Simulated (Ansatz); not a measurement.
**Al2H (quartet): correlated methods under varied settings at distance Al1–H3 = 1.934 Å**

Aim: run Al2H (quartet) at one geometry under a spread of methods and options, and see what each costs and gives.

Method: the settings change from run to run; program: Ansatz 0.2.0, Gaussian basis.

19 further runs of the same task are left out: 17 that didn't finish, 2 set aside as unsound or not needed.

## 1. What is computed

The geometry derives from a PBE0/def2-TZVP stationary point (not a proven minimum). One bond is set to the value named and the two fragments are kept rigid.

3 atoms, charge 0, spin multiplicity 4.

Atoms are counted from 1 here; the program's logs count them from 0.

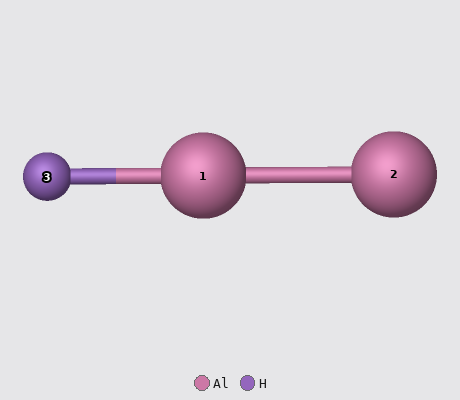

The structure; aluminium pink, hydrogen purple; atoms are numbered from 1 in the order of the file.

## 2. NEVPT2(7,5)/cc-pVDZ

in.yaml

```yaml
crystal:
  periodic: [false, false, false]
  atoms:
    - {symbol: Al, position_ang: [0.000000, 0.000000, 0.142139]}
    - {symbol: Al, position_ang: [0.000000, 0.000000, -2.218277]}
    - {symbol: H, position_ang: [0.000000, 0.000000, 2.076139]}
basis:
  gaussian: {orbitals: cc-pVDZ}
magnetization: {spin_polarized: false, initial_magnetization: 3}
correlation: {method: sc_nevpt2, electrons: outside_noble_gas, active_space: {window: {electrons: 7, orbitals: 5}}}
scf: {lower_state_search: off}
```

Launch:

```sh
> ansatz run in.yaml --threads 1 --pin off --events-out ev --progress --plain --max-ram 2393MiB
```

Standard output:

```text
Functional definition: HF
  name "HF"
  cite "Fock, Z. Phys. 61, 126 (1930) doi:10.1007/BF01340294"
  parent pbe
  exchange = exact_x
  correlation = 0
these checks for a lower state are left out or cut short: stability, starts, cluster_reference, orbital_swaps, neighbouring_geometries, increment
406 factors; integrals over basis functions are off by at most 1.1e-3 eV
mean field evaluation 1: about -13177.9457 eV, gradient 5.4e0 eV
mean field evaluation 2: about -13177.9611 eV, gradient 5.5e0 eV
mean field evaluation 4: about -13178.7428 eV, gradient 1.6e0 eV
mean field evaluation 8: about -13178.8597 eV, gradient 5.8e-1 eV
mean field evaluation 16: about -13178.8961 eV, gradient 3.0e-6 eV
mean field -13178.89610434 eV, -484.3154988579 hartree, gradient 4.1e-6 eV, S^2 3.750000; 0 other end points of the search recorded, 0 dependent functions left out
reference -13178.89610434 eV, -484.3154988579 hartree; 15, 12 occupied and 26, 29 virtual orbitals, 406 factors
state -13178.89610434 eV, -484.3154988579 hartree
state -13178.89610434 eV, -484.3154988579 hartree; corrected -13181.04179863 eV, -484.3943516685 hartree
Total energy: -13181.04179863 eV, -484.3943516685 hartree
Checks for a lower state left out: stability, starts, cluster_reference, orbital_swaps, neighbouring_geometries, increment
```

It took 1.9 s on 1 thread of Intel Xeon at 2.50GHz, shared host.

From the report: 3 determinants; active occupations 2.00, 2.00, 1.00, 1.00, 1.00.

## 3. MRCISD+Q(5,8)/6-31G

in.yaml

```yaml
crystal:
  periodic: [false, false, false]
  atoms:
    - {symbol: Al, position_ang: [0.000000, 0.000000, 0.142139]}
    - {symbol: Al, position_ang: [0.000000, 0.000000, -2.218277]}
    - {symbol: H, position_ang: [0.000000, 0.000000, 2.076139]}
basis:
  gaussian: {orbitals: 6-31G}
magnetization: {spin_polarized: false, initial_magnetization: 3}
correlation: {method: fic_mrcisd_q, electrons: outside_noble_gas, active_space: {window: {electrons: 5, orbitals: 8}}}
```

Launched as before.

Standard output, shortened:

```text
Functional definition: HF
  name "HF"
  cite "Fock, Z. Phys. 61, 126 (1930) doi:10.1007/BF01340294"
  parent pbe
[...]
308 factors; integrals over basis functions are off by at most 1.2e-4 eV
[...]
mean field -13177.54770769 eV, -484.2659461951 hartree, gradient 3.0e-6 eV, S^2 3.750000; 3 other end points of the search recorded, 0 dependent functions left out
reference -13177.54770769 eV, -484.2659461951 hartree; 15, 12 occupied and 13, 16 virtual orbitals, 308 factors
state -13178.59007912 eV, -484.3042526384 hartree
contracted CI cycle   1: correlation 0.00000000 eV, 0.0000000000 hartree, residual 5.02e0 eV
contracted CI cycle   2: correlation -1.00942669 eV, -0.0370957466 hartree, residual 1.29e0 eV
contracted CI cycle   3: correlation -1.06698144 eV, -0.0392108448 hartree, residual 4.75e-1 eV
contracted CI cycle   4: correlation -1.07285350 eV, -0.0394266388 hartree, residual 1.65e-1 eV
contracted CI cycle   5: correlation -1.07364610 eV, -0.0394557663 hartree, residual 5.28e-2 eV
contracted CI cycle   6: correlation -1.07374454 eV, -0.0394593842 hartree, residual 2.16e-2 eV
contracted CI cycle   7: correlation -1.07375843 eV, -0.0394598946 hartree, residual 7.83e-3 eV
contracted CI cycle   8: correlation -1.07375997 eV, -0.0394599510 hartree, residual 2.59e-3 eV
contracted CI cycle   9: correlation -1.07376014 eV, -0.0394599572 hartree, residual 8.59e-4 eV
state -13178.59007912 eV, -484.3042526384 hartree; corrected -13179.72503465 eV, -484.3459614848 hartree
Total energy: -13179.72503465 eV, -484.3459614848 hartree
```

Wall time 7.5 s (1 thread of Intel Xeon at 2.50GHz, shared host).

From the report: 160 determinants; active occupations 1.93, 1.00, 0.97, 0.97, 0.07, 0.03, 0.03, 0.01.

## 4. MRCISD+Q(5,4)/6-31G

in.yaml: that of step 3 with these lines changed.

```diff
@@ -9,2 +9,2 @@
 magnetization: {spin_polarized: false, initial_magnetization: 3}
-correlation: {method: fic_mrcisd_q, electrons: outside_noble_gas, active_space: {window: {electrons: 5, orbitals: 8}}}
+correlation: {method: fic_mrcisd_q, electrons: outside_noble_gas, active_space: {window: {electrons: 5, orbitals: 4}}}
```

Same command.

Standard output, shortened:

```text
Functional definition: HF
  name "HF"
  cite "Fock, Z. Phys. 61, 126 (1930) doi:10.1007/BF01340294"
  parent pbe
[...]
308 factors; integrals over basis functions are off by at most 1.2e-4 eV
[...]
mean field -13177.54770769 eV, -484.2659461951 hartree, gradient 3.0e-6 eV, S^2 3.750000; 3 other end points of the search recorded, 0 dependent functions left out
reference -13177.54770769 eV, -484.2659461951 hartree; 15, 12 occupied and 13, 16 virtual orbitals, 308 factors
state -13177.54770769 eV, -484.2659461951 hartree
contracted CI cycle   1: correlation 0.00000000 eV, 0.0000000000 hartree, residual 6.96e0 eV
contracted CI cycle   2: correlation -1.78549970 eV, -0.0656159037 hartree, residual 1.57e0 eV
contracted CI cycle   3: correlation -1.90863080 eV, -0.0701408881 hartree, residual 5.51e-1 eV
contracted CI cycle   4: correlation -1.92241875 eV, -0.0706475860 hartree, residual 2.08e-1 eV
contracted CI cycle   5: correlation -1.92398936 eV, -0.0707053048 hartree, residual 8.20e-2 eV
contracted CI cycle   6: correlation -1.92422029 eV, -0.0707137913 hartree, residual 2.59e-2 eV
contracted CI cycle   7: correlation -1.92424645 eV, -0.0707147527 hartree, residual 9.96e-3 eV
contracted CI cycle   8: correlation -1.92425047 eV, -0.0707149006 hartree, residual 4.09e-3 eV
contracted CI cycle   9: correlation -1.92425116 eV, -0.0707149257 hartree, residual 1.82e-3 eV
contracted CI cycle  10: correlation -1.92425128 eV, -0.0707149303 hartree, residual 6.65e-4 eV
state -13177.54770769 eV, -484.2659461951 hartree; corrected -13179.66657429 eV, -484.3438131063 hartree
WARN: 1 active orbitals are nearly empty or full. The corrections depend on them more than the energy does, and are more stable in an active space without them
Total energy: -13179.66657429 eV, -484.3438131063 hartree
```

Wall time 3.6 s (1 thread of Intel Xeon at 2.50GHz, shared host).

From the report: 2 determinants; active occupations 2.00, 1.00, 1.00, 1.00. The report marks this result as in doubt.

## 5. CCSD(T) on ROHF/6-31G

in.yaml: that of step 4 with these lines changed.

```diff
@@ -9,2 +9,4 @@
 magnetization: {spin_polarized: false, initial_magnetization: 3}
-correlation: {method: fic_mrcisd_q, electrons: outside_noble_gas, active_space: {window: {electrons: 5, orbitals: 4}}}
+correlation: {method: ccsd_t, electrons: all}
+scf: {omitted_lower_state_checks: [cluster_reference]}
+output: {forces: true}
```

Same command.

Standard output, shortened:

```text
Functional definition: HF
  name "HF"
  cite "Fock, Z. Phys. 61, 126 (1930) doi:10.1007/BF01340294"
  parent pbe
[...]
308 factors; integrals over basis functions are off by at most 1.2e-4 eV
[...]
mean field -13177.54770769 eV, -484.2659461951 hartree, gradient 3.0e-6 eV, S^2 3.750000; 3 other end points of the search recorded, 0 dependent functions left out
reference -13177.54770769 eV, -484.2659461951 hartree; 15, 12 occupied and 13, 16 virtual orbitals, 308 factors
second order -1.56758787 eV of doubles, -0.02310208 eV of singles
cycle   1  -1.95249479 eV  change   -3.6e-1 eV  update   7.8e-2
[...]
cycle  15  -2.24756401 eV  change   -4.6e-7 eV  update   3.9e-7
perturbative correction -0.07136909 eV, -0.0026227658 hartree
[...]
Total energy: -13179.86664080 eV, -484.3511654148 hartree
Atom 0 at     0.000000     0.000000     0.142139 Å, force     0.000000    -0.000000     2.797225 eV/Å
Atom 1 at     0.000000     0.000000    -2.218277 Å, force    -0.000000     0.000000    -0.907297 eV/Å
Atom 2 at     0.000000     0.000000     2.076139 Å, force     0.000000    -0.000000    -1.889927 eV/Å
Dipole moment:     0.000000    -0.000000    -0.201723 e Å
Checks for a lower state left out: cluster_reference
```

Wall time 11 s (1 thread of Intel Xeon at 2.50GHz, shared host).

From the report: correlation -2.3189 eV; T1 0.023; largest double amplitude 0.09.

## 6. CCSDT(Q) on UHF/def2-SVP

in.yaml

```yaml
crystal:
  periodic: [false, false, false]
  atoms:
    - {symbol: Al, position_ang: [0.000000, 0.000000, 0.142139]}
    - {symbol: Al, position_ang: [0.000000, 0.000000, -2.218277]}
    - {symbol: H, position_ang: [0.000000, 0.000000, 2.076139]}
basis:
  gaussian: {orbitals: def2-SVP}
magnetization: {spin_polarized: true, initial_magnetization: 3}
correlation: {method: ccsdt_q, electrons: valence}
```

Launched as before.

Standard output, shortened:

```text
Functional definition: HF
  name "HF"
  cite "Fock, Z. Phys. 61, 126 (1930) doi:10.1007/BF01340294"
  parent pbe
[...]
616 factors; integrals over basis functions are off by at most 1.7e-7 eV
[...]
mean field -13174.51606200 eV, -484.1545352709 hartree, gradient 2.3e-6 eV, S^2 3.774964; 5 other end points of the search recorded, 0 dependent functions left out
determinant -13174.51606200 eV, -484.1545352709 hartree, with singles and doubles -13177.47880636 eV, -484.2634141180 hartree
determinant -13172.50047376 eV, -484.0804637692 hartree, with singles and doubles -13175.14082424 eV, -484.1774948596 hartree
determinant -13171.95083497 eV, -484.0602649161 hartree, with singles and doubles -13174.94215636 eV, -484.1701939496 hartree
determinant -13171.54899234 eV, -484.0454974721 hartree, with singles and doubles -13174.82681613 eV, -484.1659552745 hartree
10 core orbitals not correlated: weight in the atoms' cores, before any rotation towards them, 1.000 or more for the frozen orbitals, at most 0.000 for the correlated occupied ones
reference -13174.51606200 eV, -484.1545352709 hartree; 5, 2 occupied and 26, 29 virtual orbitals, 616 factors
second order -2.23610894 eV of doubles, -0.00000000 eV of singles
cycle   1  -2.68551592 eV  change   -4.5e-1 eV  update   8.7e-2
[...]
cycle  20  -3.15795007 eV  change   -1.8e-7 eV  update   2.5e-7
perturbative correction -0.01032694 eV, -0.0003795081 hartree
Total energy: -13177.68433901 eV, -484.2709673035 hartree
```

It took 19 s on 1 thread of Intel Xeon at 2.50GHz, shared host.

From the report: ⟨S²⟩ of the determinant 3.775 (pure quartet: 3.75); correlation -3.1683 eV; T1 0.042; largest double amplitude 0.10.

## 7. BCCD(T) on ROHF/aug-cc-pVDZ

in.yaml

```yaml
crystal:
  periodic: [false, false, false]
  atoms:
    - {symbol: Al, position_ang: [0.000000, 0.000000, 0.142139]}
    - {symbol: Al, position_ang: [0.000000, 0.000000, -2.218277]}
    - {symbol: H, position_ang: [0.000000, 0.000000, 2.076139]}
basis:
  gaussian: {orbitals: aug-cc-pVDZ}
magnetization: {spin_polarized: false, initial_magnetization: 3}
correlation: {method: bccd_t, electrons: outside_noble_gas}
accuracy: high
scf: {omitted_lower_state_checks: [cluster_reference]}
```

Same command.

Standard output, shortened:

```text
Functional definition: HF
  name "HF"
  cite "Fock, Z. Phys. 61, 126 (1930) doi:10.1007/BF01340294"
  parent pbe
[...]
1114 factors; integrals over basis functions are off by at most 3.2e-9 eV
[...]
mean field -13178.92726148 eV, -484.3166438618 hartree, gradient 9.8e-9 eV, S^2 3.750000; 2 other end points of the search recorded, 0 dependent functions left out
10 core orbitals not correlated: weight in the atoms' cores, before any rotation towards them, 1.000 or more for the frozen orbitals, at most 0.000 for the correlated occupied ones
reference -13178.92726148 eV, -484.3166438618 hartree; 5, 2 occupied and 48, 51 virtual orbitals, 1114 factors
second order -2.48985292 eV of doubles, -0.03157564 eV of singles
cycle   1  -3.02723335 eV  change   -5.0e-1 eV  update   7.9e-2
[...]
cycle  30  -3.27356026 eV  change  -1.8e-10 eV  update  2.0e-10
perturbative correction -0.17035002 eV, -0.0062602477 hartree
Total energy: -13182.37117177 eV, -484.4432052303 hartree
Checks for a lower state left out: cluster_reference
```

Run time: 17 s. Hardware: 1 thread of Intel Xeon at 2.50GHz, shared host; peak memory 0.35 GiB.

From the report: correlation -3.4439 eV; largest double amplitude 0.05.

## 8. MRCISD+Q(7,5)/STO-3G

in.yaml

```yaml
crystal:
  periodic: [false, false, false]
  atoms:
    - {symbol: Al, position_ang: [0.000000, 0.000000, 0.142139]}
    - {symbol: Al, position_ang: [0.000000, 0.000000, -2.218277]}
    - {symbol: H, position_ang: [0.000000, 0.000000, 2.076139]}
basis:
  gaussian: {orbitals: STO-3G, fitting: {mean_field: def2-universal-jkfit}}
magnetization: {spin_polarized: false, initial_magnetization: 3}
correlation: {method: fic_mrcisd_q, electrons: all, active_space: {window: {electrons: 7, orbitals: 5}}}
accuracy: high
```

Launched as before.

Standard output, shortened:

```text
Functional definition: HF
  name "HF"
  cite "Fock, Z. Phys. 61, 126 (1930) doi:10.1007/BF01340294"
  parent pbe
[...]
274 factors; integrals over basis functions are off by at most 7.0e-3 eV
[...]
mean field -13014.37203282 eV, -478.2693507478 hartree, gradient 2.2e-8 eV, S^2 3.750000; 10 other end points of the search recorded, 0 dependent functions left out
reference -13014.37203282 eV, -478.2693507478 hartree; 15, 12 occupied and 4, 7 virtual orbitals, 274 factors
state -13014.37203282 eV, -478.2693507478 hartree
contracted CI cycle   1: correlation 0.00000000 eV, 0.0000000000 hartree, residual 1.05e1 eV
contracted CI cycle   2: correlation -2.15275794 eV, -0.0791123952 hartree, residual 3.87e0 eV
contracted CI cycle   3: correlation -2.50853032 eV, -0.0921867887 hartree, residual 1.57e0 eV
[...]
contracted CI cycle  13: correlation -2.62908811 eV, -0.0966172059 hartree, residual 2.98e-4 eV
contracted CI cycle  14: correlation -2.62908811 eV, -0.0966172060 hartree, residual 1.25e-4 eV
contracted CI cycle  15: correlation -2.62908811 eV, -0.0966172060 hartree, residual 5.51e-5 eV
contracted CI cycle  16: correlation -2.62908811 eV, -0.0966172060 hartree, residual 2.78e-5 eV
contracted CI cycle  17: correlation -2.62908811 eV, -0.0966172060 hartree, residual 1.54e-5 eV
contracted CI cycle  18: correlation -2.62908811 eV, -0.0966172060 hartree, residual 7.73e-6 eV
contracted CI cycle  19: correlation -2.62908811 eV, -0.0966172060 hartree, residual 2.71e-6 eV
contracted CI cycle  20: correlation -2.62908811 eV, -0.0966172060 hartree, residual 8.56e-7 eV
contracted CI cycle  21: correlation -2.62908811 eV, -0.0966172060 hartree, residual 2.77e-7 eV
state -13014.37203282 eV, -478.2693507478 hartree; corrected -13017.54119553 eV, -478.3858153295 hartree
Total energy: -13017.54119553 eV, -478.3858153295 hartree
```

Wall time 8.5 s (1 thread of Intel Xeon at 2.50GHz, shared host).

From the report: 4 determinants; active occupations 2.00, 2.00, 1.00, 1.00, 1.00.

## 9. CCSD(T) on UHF/aug-cc-pVDZ

in.yaml

```yaml
crystal:
  periodic: [false, false, false]
  atoms:
    - {symbol: Al, position_ang: [0.000000, 0.000000, 0.142139]}
    - {symbol: Al, position_ang: [0.000000, 0.000000, -2.218277]}
    - {symbol: H, position_ang: [0.000000, 0.000000, 2.076139]}
basis:
  gaussian: {orbitals: aug-cc-pVDZ}
magnetization: {spin_polarized: true, initial_magnetization: 3}
correlation: {method: ccsd_t, electrons: outside_noble_gas}
```

Launched as before.

Standard output, shortened:

```text
Functional definition: HF
  name "HF"
  cite "Fock, Z. Phys. 61, 126 (1930) doi:10.1007/BF01340294"
  parent pbe
[...]
629 factors; integrals over basis functions are off by at most 8.7e-4 eV
[...]
mean field -13179.00784263 eV, -484.3196051643 hartree, gradient 2.5e-6 eV, S^2 3.777165; 7 other end points of the search recorded, 0 dependent functions left out
determinant -13179.00784263 eV, -484.3196051643 hartree, with singles and doubles -13182.20112970 eV, -484.4369562997 hartree
determinant -13176.99630895 eV, -484.2456826649 hartree, with singles and doubles -13179.87542020 eV, -484.3514880519 hartree
determinant -13176.54421400 eV, -484.2290684821 hartree, with singles and doubles -13179.73837480 eV, -484.3464517264 hartree
determinant -13176.09458521 eV, -484.2125449288 hartree, with singles and doubles -13179.57639289 eV, -484.3404990011 hartree
10 core orbitals not correlated: weight in the atoms' cores, before any rotation towards them, 1.000 or more for the frozen orbitals, at most 0.000 for the correlated occupied ones
reference -13179.00784263 eV, -484.3196051643 hartree; 5, 2 occupied and 48, 51 virtual orbitals, 629 factors
second order -2.42072539 eV of doubles, -0.00000000 eV of singles
cycle   1  -3.18108253 eV  change   -9.0e-2 eV  update   2.2e-2
[...]
cycle  11  -3.19895007 eV  change    1.7e-7 eV  update   4.6e-6
perturbative correction -0.16377098 eV, -0.0060184725 hartree
Total energy: -13182.37056369 eV, -484.4431828838 hartree
```

It took 18 s on 1 thread of Intel Xeon at 2.50GHz, shared host.

From the report: ⟨S²⟩ of the determinant 3.777 (pure quartet: 3.75); correlation -3.3627 eV; T1 0.034; largest double amplitude 0.06.

## 10. CCSD(T)/cc-pVDZ

in.yaml

```yaml
crystal:
  periodic: [false, false, false]
  atoms:
    - {symbol: Al, position_ang: [0.000000, 0.000000, 0.142139]}
    - {symbol: Al, position_ang: [0.000000, 0.000000, -2.218277]}
    - {symbol: H, position_ang: [0.000000, 0.000000, 2.076139]}
basis:
  gaussian: {orbitals: cc-pVDZ, point_charges: [{charge: 1.00, position_ang: [3.807, -0.973, -0.988]}]}
magnetization: {spin_polarized: false, initial_magnetization: 3}
hamiltonian: {xc: {name: B3LYP}}
correlation: {method: ccsd_t, electrons: valence}
accuracy: high
scf: {omitted_lower_state_checks: [cluster_reference]}
```

Same command.

Standard output, shortened:

```text
Functional definition: B3LYP
  name "B3LYP"
  cite "Stephens, Devlin, Chabalowski & Frisch, J. Phys. Chem. 98, 11623 (1994) doi:10.1021/j100096a001"
  cite "Becke, Phys. Rev. A 38, 3098 (1988) doi:10.1103/PhysRevA.38.3098"
  cite "Lee, Yang & Parr, Phys. Rev. B 37, 785 (1988) doi:10.1103/PhysRevB.37.785"
  cite "Vosko, Wilk & Nusair, Can. J. Phys. 58, 1200 (1980) doi:10.1139/p80-159"
[...]
797 factors; integrals over basis functions are off by at most 3.4e-9 eV
[...]
mean field -13207.84245420 eV, -485.3792575948 hartree, gradient 5.8e-8 eV, S^2 3.750000; 0 other end points of the search recorded, 0 dependent functions left out
10 core orbitals not correlated: weight in the atoms' cores, before any rotation towards them, 1.000 or more for the frozen orbitals, at most 0.000 for the correlated occupied ones
reference -13178.77523171 eV, -484.3110568705 hartree; 5, 2 occupied and 26, 29 virtual orbitals, 797 factors
second order -2.70238217 eV of doubles, -0.21678557 eV of singles
cycle   1  -3.30156918 eV  change   -3.8e-1 eV  update   6.8e-2
[...]
cycle  26  -3.48639834 eV  change  -5.8e-12 eV  update  7.2e-10
perturbative correction -0.16540666 eV, -0.0060785825 hartree
Total energy: -13182.42703670 eV, -484.4452582288 hartree
Checks for a lower state left out: cluster_reference
```

Wall time 16 s (1 thread of Intel Xeon at 2.50GHz, shared host).

From the report: correlation -3.6518 eV; T1 0.028; largest double amplitude 0.08. The orbitals are Kohn-Sham ones, so correlation energy and T1 don't compare with those on Hartree-Fock orbitals.

## 11. All runs side by side

Where basis and cores are those of an earlier FCI/6-31G run (-13179.7283 eV), and the state is the same kind, the miss against it is given. † marks a result that the program doubts.

```csv
level,correlated,functions,energy (eV),from FCI (meV),time
"NEVPT2(7,5)/cc-pVDZ",outside noble gas,41,-13181.0418,,1.9 s
"MRCISD+Q(5,8)/6-31G",outside noble gas,28,-13179.7250,3.2,7.5 s
"MRCISD+Q(5,4)/6-31G †",outside noble gas,28,-13179.6666,61.7,3.6 s
CCSD(T) on ROHF/6-31G,all,28,-13179.8666,,11 s
CCSDT(Q) on UHF/def2-SVP,valence,41,-13177.6843,,19 s
BCCD(T) on ROHF/aug-cc-pVDZ,outside noble gas,63,-13182.3712,,17 s
"MRCISD+Q(7,5)/STO-3G",all,19,-13017.5412,,8.5 s
CCSD(T) on UHF/aug-cc-pVDZ,outside noble gas,63,-13182.3706,,18 s
"CCSD(T)/cc-pVDZ (beside a point charge, on B3LYP orbitals)",valence,41,-13182.4270,,16 s
```

## 12. Outcome

| quantity | value |
| --- | --- |
| runs | 9 |
| quickest | NEVPT2(7,5)/cc-pVDZ, 1.9 s |
| slowest | CCSDT(Q) on UHF/def2-SVP, 19 s |

Total energies in different bases, with other cores or another treatment of relativity can't be set against each other. CCSDT(Q) on UHF/def2-SVP took 10 times as long as NEVPT2(7,5)/cc-pVDZ; the jobs differ in more than the method. Among the correlated runs with a miss given, it spans +3 to +62 meV.
